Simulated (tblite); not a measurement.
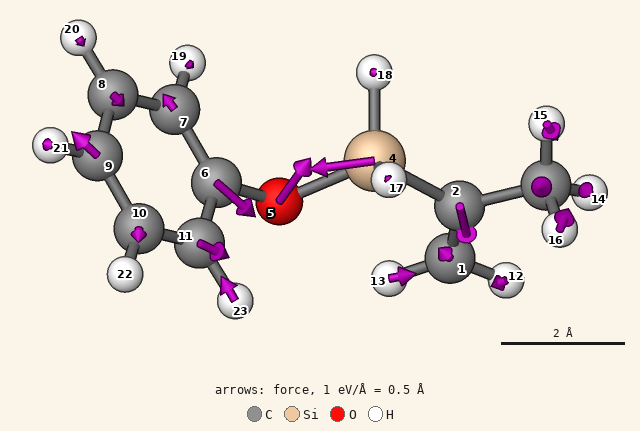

Starting geometry of C₉H₁₂OSi with the computed forces as purple arrows. A ball-and-stick model, seen at a tilt.

These are results of tblite 0.8.0, GFN2-xTB geometry optimisation, gas phase, not measurements. 

### What follows when this structure is relaxed?

It isn't relaxed: the largest force vector, on a C atom, is 2.38 eV/Å. The final displacements have little in common with the starting forces (cosine between the two patterns 0.10). The energy falls by 68.2 kJ/mol in 237 geometry steps. The atom that moves furthest after the best rigid fit is an H atom (1.99 Å). By element the largest moves are H 1.99 Å, C 1.16 Å, O 0.87 Å, Si 0.40 Å. Some distances before and after: O–Si 1.747 → 1.625 Å, C–O 1.413 → 1.348 Å, C–Si 1.832 → 1.879 Å, C–H 1.135 → 1.089 Å. Bond angles that change, for instance: Si–O–C 113.8° → 132.8°, C–Si–O 113.3° → 103.7°, C–C–H 103.0° → 110.0°. Groups turn about C–O by about 85°, C–C by about 30°. Cost: 2.7 s on 1 thread of Arm Neoverse V1, with other jobs on the host.
